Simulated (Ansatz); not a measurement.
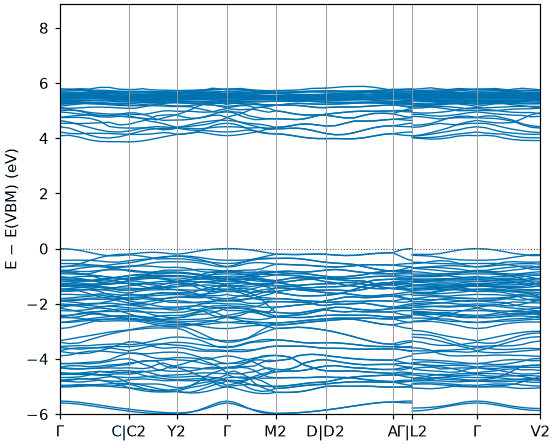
*Band structure from plane-wave PAW r²SCAN (Ansatz code)*

Problem. Read off the gap and where the band edges lie.

Solution. About 3.9 eV (3.87 eV by a search for the band edges); maximum at Γ, minimum at C.

Problem. Which compound is it?
A) O, α-O2
B) La2Te4O11, C2/c (Pearson symbol mS68)
C) TeO3, C2/m (Te on 4g, O on 8j, O on 4i)
D) NaCrS2O8, C2/m (Pearson symbol mS24)

Solution. B, La2Te4O11, C2/c (Pearson symbol mS68)

The first step of the workflow began from a Materials Project structure, measured or hypothetical; the Crystallography Open Database files this formula in space group No. 15, but the cells were not matched. Its standing as an ambient phase is unchecked. Symmetry was held in the r²SCAN relaxation; whether a distortion lowers the energy is not shown. Spin–orbit coupling is left out wherever it is not named.

Potentials: the later of the program's two PAW sets.
